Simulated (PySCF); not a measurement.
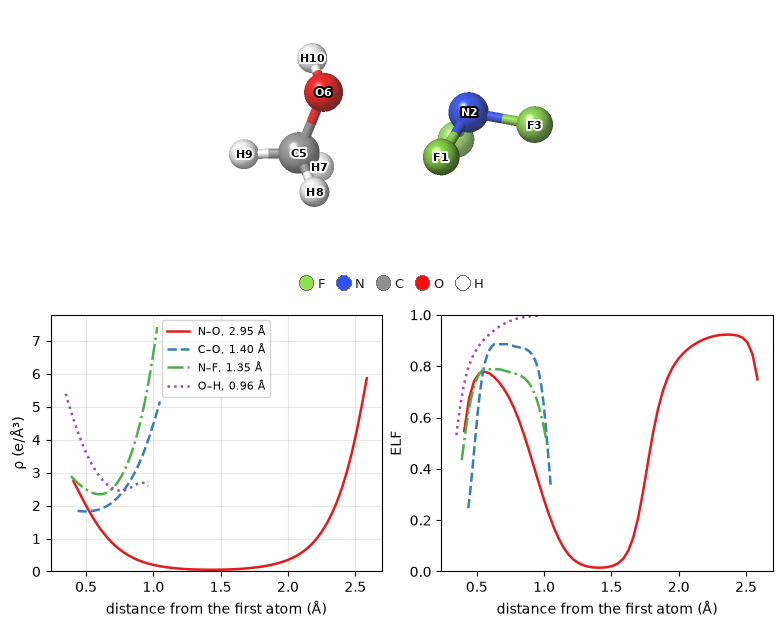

Figure. NF3···CH4O. Total electron density and ELF along straight lines between neighbouring atoms. The curves leave out the atomic cores. The structure is drawn too.

Geometry: PBE0-D3(BJ)/def2-SVP.

These are results of PBE0-D3(BJ)/def2-TZVP, SCF density, gas phase in PySCF 2.14.0, not measurements.

Input

```
{"job": {"kind": "inter", "xc": "PBE0", "basis": "def2-TZVP", "disp": "d3bj", "pairs": false}, "charge": 0, "multiplicity": 1, "parts": [{"atoms": "0-3", "charge": 0, "multiplicity": 1}, {"atoms": "4-9", "charge": 0, "multiplicity": 1}]}
F      0.766172    -0.921817     0.090624
N     -0.201435    -0.008138     0.312215
F     -0.327930     0.574949    -0.908152
F     -1.318443    -0.772146     0.373763
C     -0.212731    -2.729851     2.649505
O      0.111350    -1.393225     2.903585
H     -1.258202    -2.867365     2.312369
H      0.439147    -3.079515     1.835819
H     -0.043153    -3.391446     3.520927
H     -0.480740    -1.062445     3.585314
```

Command:

```sh
OMP_NUM_THREADS=1 python cluster_run.py task.json out
```

Q: What can be read from the curves?

A: N2···O6 (2.95 Å): the density falls to about 0.05 e/Å³ on the way; the ELF dips to about 0 between them (a non-bonded, intermolecular contact).
C–O (1.40 Å): ρ at the midpoint is about 2.1 e/Å³, with its minimum of 1.8 e/Å³ about 0.5 Å from C; the ELF peaks at about 0.90 between the atoms, as expected for a shared but strongly polarised pair.
N–F (1.35 Å): ρ is about 2.4 e/Å³ halfway; the ELF peaks at about 0.80 between the atoms, as expected for a shared but strongly polarised pair.
O–H (0.96 Å): ρ is about 3.8 e/Å³ halfway; the ELF climbs to about 1 towards the hydrogen, as it does in any bond to H: an ordinary covalent bond to hydrogen.
